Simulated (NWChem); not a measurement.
# H2S2 at 6 levels

Aim: a comparison of 6 runs (HF/STO-3G, HF/cc-pVDZ, HF/def2-SVP, B3LYP/6-31G*, BLYP/pcseg-2, PBE0/def2-SVP) of H2S2. 

Program for the calculation: NWChem 7.3.0.

**1. Starting point**

The species is H2S2 (4 atoms), meant as a singlet with charge 0. The coordinates come from a GFN2-xTB relaxation.

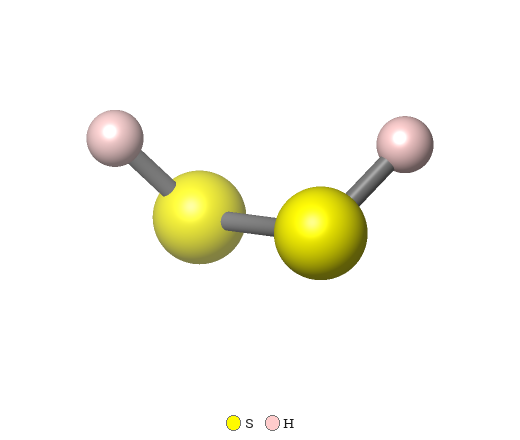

The structure, seen from a chosen angle (sulfur yellow, hydrogen pink).

**2. Energy and gradient at HF/STO-3G (run 1)**

run.py reads:

```python
from ase import Atoms
from ase.calculators.nwchem import NWChem

system = Atoms(['S', 'S', 'H', 'H'], positions=[
    [-0.427380, -0.511820, -0.893940],
    [-0.422510, 0.717510, 0.740680],
    [0.706880, -0.077850, -1.459730],
    [0.143010, -0.127830, 1.612990],
])

calc = NWChem(
    label='run',
    theory='scf',
    memory='2200 mb',
    basis='STO-3G',
    basispar='spherical bse',
    scf={'nopen': '0', 'rhf': None, 'thresh': '1e-08', 'maxiter': '80'},
)
system.calc = calc

forces = system.get_forces()
e = system.get_potential_energy()
print(f"E = {e:.6f} eV")
print("forces (eV/A):")
for s, f in zip(system.symbols, forces):
    print(f"{s:2s} {f[0]:10.5f} {f[1]:10.5f} {f[2]:10.5f}")
print("dipole (e A):", system.get_dipole_moment().round(4))
```

Started as:

```console
$ export ASE_NWCHEM_COMMAND="nwchem PREFIX.nwi > PREFIX.nwo"
$ python run.py
```

Standard output:

```text
E = -21428.712935 eV
forces (eV/A):
S     0.12156   -0.36818   -0.52882
S     0.08572    0.32113    0.57433
H    -0.14758   -0.01769    0.17226
H    -0.05970    0.06474   -0.21772
dipole (e A): [ 0.2162 -0.0526  0.0388]
```

The calculator wrote run.nwi:

```
title "run"

permanent_dir run

scratch_dir run

start run

geometry units angstrom nocenter noautosym noautoz
  S  -4.2737999999999998e-01 -5.1182000000000005e-01 -8.9393999999999996e-01
  S  -4.2251000000000000e-01 7.1750999999999998e-01 7.4068000000000001e-01
  H  7.0687999999999995e-01 -7.7850000000000003e-02 -1.4597300000000000e+00
  H  1.4301000000000000e-01 -1.2783000000000000e-01 1.6129899999999999e+00
end

memory 2200 mb

basis spherical bse noprint
   * library STO-3G
end

scf
  nopen 0
  rhf
  thresh 1e-08
  maxiter 80
end

task scf gradient
```

run.nwo:

```text
Northwest Computational Chemistry Package (NWChem) 7.3.0
             --------------------------------------------------------

           Job information
           ---------------

    nwchem branch   = 7.3.0
    use scalapack   = T
    input           = run.nwi
    prefix          = run.
    data base       = run/run.db
    status          = startup
    nproc           =        1

           Memory information
           ------------------

[... 5 lines left out ...]
    hardfail = no
[... 117 lines left out ...]
         Quadratically convergent ROHF
[... 14 lines left out ...]
       Final RHF  results
[... 4 lines left out ...]
      Two-electron energy =    392.785917436110
[... 29 lines left out ...]
                       ROHF Final Molecular Orbital Analysis
[... 160 lines left out ...]
                 ----------------------------------------
                 |  Time  |  1-e(secs)   |  2-e(secs)   |
                 ----------------------------------------
                 |  CPU   |       0.00   |       0.07   |
                 ----------------------------------------
                 |  WALL  |       0.00   |       0.07   |
                 ----------------------------------------

 Task  times  cpu:        0.6s     wall:        0.6s
 Total times  cpu:        0.6s     wall:        0.6s
```

It took 2 s on 1 thread of Intel Xeon Platinum 8259CL at 2.50GHz (Skylake/Cascade Lake), shared host; peak memory 0.1 GiB.

**3. Energy and gradient at HF/cc-pVDZ (run 2)**

work.nw reads:

```
start work
memory total 2200 mb

geometry units angstroms noautosym nocenter noautoz
 S    -0.427380   -0.511820   -0.893940
 S    -0.422510    0.717510    0.740680
 H     0.706880   -0.077850   -1.459730
 H     0.143010   -0.127830    1.612990
end

basis spherical bse
 * library cc-pVDZ
end

scf
 thresh 1e-08
 maxiter 80
 print low
end

task scf gradient
```

Started as:

```console
$ nwchem work.nw > work.out
```

Standard output:

```text
[...]
  functions       =    46
[...]
  wavefunction    = RHF
[...]
         Total SCF energy =   -796.223171973952
      One-electron energy =  -1270.973207643513
      Two-electron energy =    389.191659546962
 Nuclear repulsion energy =     85.558376122599
        Time for solution =     24.6s
[...]
                         RHF ENERGY GRADIENTS
    atom               coordinates                        gradient
                 x          y          z           x          y          z
   1 S      -0.807631  -0.967200  -1.689302    0.000497   0.007138   0.012269
   2 S      -0.798428   1.355897   1.399682    0.001355  -0.007634  -0.012055
   3 H       1.335810  -0.147115  -2.758490   -0.000834   0.001184   0.000559
   4 H       0.270250  -0.241564   3.048109   -0.001018  -0.000688  -0.000772
 Task  times  cpu:       30.5s     wall:       30.5s
 Total times  cpu:       30.6s     wall:       30.6s
```

Run time: 31 s. Hardware: 1 thread of Intel Xeon Platinum 8259CL at 2.50GHz (Skylake/Cascade Lake), shared host; peak memory 0.1 GiB.

Runs 3 to 4 aren't shown in full; the table further down has their settings and results.

**4. Energy and gradient at BLYP/pcseg-2 (run 5)**

job.nw reads:

```
start job
memory stack 880 mb heap 220 mb global 1100 mb
charge 0

geometry noautosym nocenter noautoz
  S     -0.427380    -0.511820    -0.893940
  S     -0.422510     0.717510     0.740680
  H      0.706880    -0.077850    -1.459730
  H      0.143010    -0.127830     1.612990
end

basis spherical bse
  * library pcseg-2
end

dft
  xc becke88 lyp
  grid fine
  convergence energy 1e-08
  maxiter 100
  mulliken
  print low
end

task dft gradient
```

Started as:

```console
$ nwchem job.nw > job.out
```

Standard output:

```text
[...]
 d= 0,ls=0.0,diis     1   -797.5839741585 -8.83D+02  6.22D-03  1.12D+00     3.2
[...]
 d= 0,ls=0.0,diis     8   -797.6241143979  1.95D-09  3.03D-06  9.01D-08    17.9
         Total DFT energy =     -797.624114397917
      One electron energy =    -1271.536103688895
           Coulomb energy =      440.467516158857
    Exchange-Corr. energy =      -52.113902990478
 Nuclear repulsion energy =       85.558376122599
[...]
      Total Density - Mulliken Population Analysis
     ---------------------------------------------
    Atom       Charge   Shell Charges
 -----------   ------   -------------------------------------------------------
    1 S   16    16.07   2.01  0.39  1.58  1.08  0.80  5.90  0.93  2.35  0.93  0.01  0.09  0.01
    2 S   16    16.07   2.01  0.39  1.58  1.08  0.80  5.90  0.93  2.35  0.93  0.01  0.09  0.01
    3 H    1     0.93   0.41  0.43  0.04  0.01  0.04  0.00
    4 H    1     0.93   0.41  0.43  0.04  0.01  0.04  0.00
[...]
                         DFT ENERGY GRADIENTS
    atom               coordinates                        gradient
                 x          y          z           x          y          z
   1 S      -0.807631  -0.967200  -1.689302    0.007676   0.011677   0.011388
   2 S      -0.798428   1.355897   1.399682    0.005012  -0.014788  -0.009197
   3 H       1.335810  -0.147115  -2.758490   -0.008104  -0.001450   0.004576
   4 H       0.270250  -0.241564   3.048109   -0.004584   0.004561  -0.006767
 Task  times  cpu:       23.7s     wall:       23.7s
 Total times  cpu:       23.7s     wall:       23.7s
```

Run time: 24 s. Hardware: 1 thread of Intel Xeon Platinum 8259CL at 2.50GHz (Skylake/Cascade Lake), shared host; peak memory 0.13 GiB.

**5. Energy and gradient at PBE0/def2-SVP (run 6)**

h2s2.nw reads:

```
start h2s2
title "H2S2"
memory total 2200 mb

geometry noautosym nocenter noautoz
  S       -0.427380      -0.511820      -0.893940
  S       -0.422510       0.717510       0.740680
  H        0.706880      -0.077850      -1.459730
  H        0.143010      -0.127830       1.612990
end

basis spherical bse
  * library def2-SVP
end

dft
  xc pbe0
  mult 1
  grid xfine
  convergence energy 1e-08
  maxiter 100
  mulliken
  print medium
end

task dft gradient
```

Started as:

```console
$ nwchem h2s2.nw > h2s2.out
```

Standard output:

```text
[...]
          Wavefunction type:  closed shell.
          No. of atoms     :     4
          No. of electrons :    34
[...]
          Charge           :     0
          Spin multiplicity:     1
[...]
          AO basis - number of functions:    46
[...]
              XC Information
              --------------
                         PBE0 Method XC Functional
                     Hartree-Fock (Exact) Exchange  0.250
          PerdewBurkeErnzerhof Exchange Functional  0.750
            Perdew 1991 LDA Correlation Functional  1.000 local
           PerdewBurkeErnz. Correlation Functional  1.000 non-local
[...]
 d= 0,ls=0.0,diis     1   -797.0199506887 -8.83D+02  1.07D-02  2.15D-01     1.3
[...]
 d= 0,ls=0.0,diis     8   -797.0460872094 -3.81D-10  3.40D-07  3.69D-11     7.8
         Total DFT energy =     -797.046087209396
      One electron energy =    -1271.010280571066
           Coulomb energy =      440.246471762939
    Exchange-Corr. energy =      -51.840654523868
 Nuclear repulsion energy =       85.558376122599
[...]
  wavefunction    = closed shell
                         DFT ENERGY GRADIENTS
    atom               coordinates                        gradient
                 x          y          z           x          y          z
   1 S      -0.807631  -0.967200  -1.689302    0.007059   0.007192   0.004881
   2 S      -0.798428   1.355897   1.399682    0.004354  -0.009994  -0.002927
   3 H       1.335810  -0.147115  -2.758490   -0.007281  -0.001673   0.003558
   4 H       0.270250  -0.241564   3.048109   -0.004132   0.004475  -0.005512
[...]
```

Run time: 10 s. Hardware: 1 thread of Intel Xeon Platinum 8259CL at 2.50GHz (Skylake/Cascade Lake), shared host; peak memory 0.12 GiB.

**6. All runs side by side**

```
run                               level  iteration cap  module  energy (Eh)  largest force (eV/Å)  wall time
  1                           HF/STO-3G             80     scf  -787.490682                 0.664        2 s
  2                          HF/cc-pVDZ             80     scf  -796.223172                 0.737       31 s
  3                         HF/def2-SVP             80     scf  -795.965408                 0.673      3.9 s
  4  B3LYP/6-31G* (spherical functions)            100     dft  -797.564569                 0.888       13 s
  5                        BLYP/pcseg-2            100     dft  -797.624114                 0.932       24 s
  6                       PBE0/def2-SVP            100     dft  -797.046087                 0.580       10 s
```

**7. Outcome**

```
                       quantity          value
            run 6: total energy  -797.04609 Eh
           run 6: dipole moment         1.43 D
             run 6: HOMO energy       -7.29 eV
             run 6: LUMO energy       -0.50 eV
           run 6: HOMO–LUMO gap        6.79 eV
run 6: largest force on an atom     0.580 eV/Å
```

**Reading.** Over runs 1, 3, 6 the dipole moment (its size) runs from 1.08 D (HF/STO-3G) to 1.45 D (HF/def2-SVP). Over runs 1, 3, 6 the HOMO–LUMO gap runs from 6.79 eV (PBE0/def2-SVP) to 16.68 eV (HF/STO-3G). The two ends differ in method and basis. Totals of different functionals can't be ranked against each other. In run 1 the basis is minimal, so the values are rough. All runs together took 85 s, the longest 31 s.
